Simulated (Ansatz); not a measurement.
**C2H5GeP: rigid scan of one bond length**

How does the energy of C2H5GeP change as one bond is stretched? Aim: a rigid scan of one bond length, for C2H5GeP, run from a script. SMILES: C#[C][GeH2][PH2].

All numbers are computed with the Python package of Ansatz 0.2.0. Level of theory: PBE/def2-SVP.

### Step 1. The structure

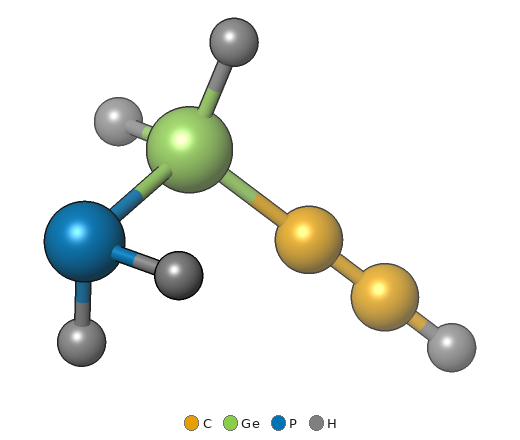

The structure that the script starts from, seen from a chosen angle (carbon amber, germanium green, phosphorus blue, hydrogen grey).

Input file c2h5gep.xyz:

```xyz
9

C    -1.67140   -0.71780   -1.47380
C    -0.94500   -0.59040   -0.52070
Ge    0.19740   -0.38860    0.97590
P     1.69910    1.28270    0.56130
H    -2.30920   -0.82960   -2.31080
H    -0.64670   -0.02700    2.22460
H     0.95740   -1.71560    1.22780
H     2.03350    0.78330   -0.76120
H     0.68490    2.20300    0.07680
```

### Step 2. The code

File run_scan.py:

```python
# -*- coding: utf-8 -*-
"""Potential curve of C2H5GeP along one bond."""

import logging
import sys

import ansatz as az
import matplotlib.pyplot as plt
import numpy as np

logging.basicConfig(stream=sys.stdout, format="[%(levelname)s] %(message)s")
logger = logging.getLogger("ansatz_job")
logger.setLevel(logging.INFO)

BASIS = "def2-SVP"
XC = "pbe"

c2h5gep = az.Crystal.molecule_from_extxyz("c2h5gep.xyz")

symbols = [site.symbol for site in c2h5gep.cartesian_sites]
start = np.array([site.position_ang for site in c2h5gep.cartesian_sites])
axis = (start[1] - start[2]) / np.linalg.norm(start[1] - start[2])
moving = [0, 1, 4]
lengths, energies = [1.61, 1.74, 1.89, 2.08, 2.37, 2.84, 3.41, 4.17], []
for length in lengths:
    xyz = start.copy()
    xyz[moving] += (length - np.linalg.norm(start[1] - start[2])) * axis
    point = az.Crystal.molecule()
    for symbol, place in zip(symbols, xyz):
        point = point.atom(symbol, place.tolist())
    setup = (
        point.calculation()
        .basis(gaussian=BASIS)
        .functional(XC)
        .scf(lower_state_search="off")
    )
    summary = setup.run(threads=1, backend="cpu").report
    energies.append(summary["free_energy_ev"])
    logger.info(f"r = {length:6.3f} A  E = {energies[-1]:.5f} eV  <S^2> = {abs(summary['mean_field']['state']['spin_squared']):.3f}")

print("energy above the lowest point (eV):", [round(e - min(energies), 3) for e in energies])
plt.figure(figsize=(4.5, 3))
plt.plot(lengths, np.array(energies) - min(energies), "o-")
plt.xlabel("bond length (A)")
plt.ylabel("E - E(min) (eV)")
plt.tight_layout()
plt.savefig("scan.png", dpi=100)
```

### Step 3. The input behind the calls

The package turns the script's settings into the engine's input (first run):

```yaml
crystal:
  periodic: [false, false, false]
  atoms:
    - { symbol: C, position_ang: [-1.500320132046484, -0.6875794841097518, -1.2496769867128572] }
    - { symbol: C, position_ang: [-0.773920132046484, -0.5601794841097518, -0.2965769867128572] }
    - { symbol: Ge, position_ang: [0.1974, -0.3886, 0.9759] }
    - { symbol: P, position_ang: [1.6991, 1.2827, 0.5613] }
    - { symbol: H, position_ang: [-2.138120132046484, -0.7993794841097518, -2.086676986712857] }
    - { symbol: H, position_ang: [-0.6467, -0.027, 2.2246] }
    - { symbol: H, position_ang: [0.9574, -1.7156, 1.2278] }
    - { symbol: H, position_ang: [2.0335, 0.7833, -0.7612] }
    - { symbol: H, position_ang: [0.6849, 2.203, 0.0768] }
basis:
  gaussian:
    orbitals: def2-SVP
hamiltonian:
  xc: pbe
scf:
  lower_state_search: "off"
```

### Step 4. Launch

Started as:

```console
$ python run_scan.py
```

Output:

```text
[INFO] r =  1.610 A  E = -67931.54095 eV  <S^2> = 0.000
[INFO] r =  1.740 A  E = -67932.56651 eV  <S^2> = 0.000
[INFO] r =  1.890 A  E = -67932.92521 eV  <S^2> = 0.000
[INFO] r =  2.080 A  E = -67932.72966 eV  <S^2> = 0.000
[INFO] r =  2.370 A  E = -67931.90381 eV  <S^2> = 0.000
[INFO] r =  2.840 A  E = -67930.45368 eV  <S^2> = 0.000
[INFO] r =  3.410 A  E = -67929.18168 eV  <S^2> = 0.000
[INFO] r =  4.170 A  E = -67928.24416 eV  <S^2> = 0.000
energy above the lowest point (eV): [1.384, 0.359, 0.0, 0.196, 1.021, 2.472, 3.744, 4.681]
```

Wall time 11 s (1 thread of AMD EPYC 7R43 (Zen 3), shared host); peak memory 0.24 GiB.

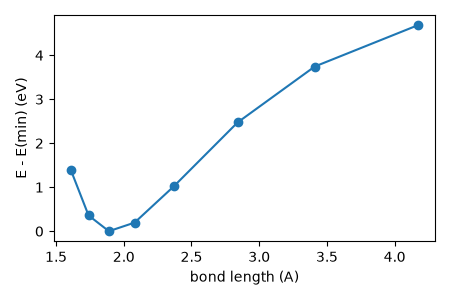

scan.png, as the script drew it.

### Step 5. What changed from run to run

The engine's inputs for some of the other runs:

Run 2, against run 1:

```diff
@@ -4,2 +4,2 @@
-    - { symbol: C, position_ang: [-1.500320132046484, -0.6875794841097518, -1.2496769867128572] }
-    - { symbol: C, position_ang: [-0.773920132046484, -0.5601794841097518, -0.2965769867128572] }
+    - { symbol: C, position_ang: [-1.5787497079260138, -0.7014337281683032, -1.352423575702094] }
+    - { symbol: C, position_ang: [-0.8523497079260137, -0.5740337281683032, -0.39932357570209404] }
@@ -8 +8 @@
-    - { symbol: H, position_ang: [-2.138120132046484, -0.7993794841097518, -2.086676986712857] }
+    - { symbol: H, position_ang: [-2.216549707926014, -0.8132337281683032, -2.189423575702094] }
```

Run 4, against run 1:

```diff
@@ -4,2 +4,2 @@
-    - { symbol: C, position_ang: [-1.500320132046484, -0.6875794841097518, -1.2496769867128572] }
-    - { symbol: C, position_ang: [-0.773920132046484, -0.5601794841097518, -0.2965769867128572] }
+    - { symbol: C, position_ang: [-1.7838732140724762, -0.7376679049368222, -1.6211454238277905] }
+    - { symbol: C, position_ang: [-1.057473214072476, -0.6102679049368223, -0.6680454238277906] }
@@ -8 +8 @@
-    - { symbol: H, position_ang: [-2.138120132046484, -0.7993794841097518, -2.086676986712857] }
+    - { symbol: H, position_ang: [-2.4216732140724764, -0.8494679049368222, -2.4581454238277907] }
```

Run 8, against run 1:

```diff
@@ -4,2 +4,2 @@
-    - { symbol: C, position_ang: [-1.500320132046484, -0.6875794841097518, -1.2496769867128572] }
-    - { symbol: C, position_ang: [-0.773920132046484, -0.5601794841097518, -0.2965769867128572] }
+    - { symbol: C, position_ang: [-3.044779472443378, -0.9604015209550715, -3.272994431423984] }
+    - { symbol: C, position_ang: [-2.3183794724433775, -0.8330015209550715, -2.3198944314239838] }
@@ -8 +8 @@
-    - { symbol: H, position_ang: [-2.138120132046484, -0.7993794841097518, -2.086676986712857] }
+    - { symbol: H, position_ang: [-3.682579472443378, -1.0722015209550715, -4.109994431423984] }
```

### Step 6. The runs side by side

One row for each of the 8 runs:

```
run  distance (Å)  energy from run 3 (eV)  SCF cycles  CPU time (s)
  1          1.61                  1.3843          18           1.2
  2          1.74                  0.3587          18           1.1
  3          1.89                  0.0000          18           1.1
  4          2.08                  0.1956          19           1.1
  5          2.37                  1.0214          19           1.2
  6          2.84                  2.4715          20             1
  7          3.41                  3.7435          22           1.1
  8          4.17                  4.6811          16           1.4
```

### Step 7. Summary of results

| quantity | value |
| --- | --- |
| runs compared | 8 |
| range of energy | 4.681 eV |
| lowest point, distance (Å) | 1.89 |

**Reading.** The curve has its lowest point inside the range, at 1.89. The ends stand 1.38 and 4.68 eV above it. The distance scanned is the script's pair 2, 1. What to keep in mind:
- The rest of the molecule is held rigid at a force-field or estimated start geometry, and the basis set is modest; single-reference methods fail as a bond breaks.
- The orbitals are restricted, so S² is zero by construction.
- Toward dissociation an unrestricted state lies under the restricted one, by 1 to 2 eV or more.
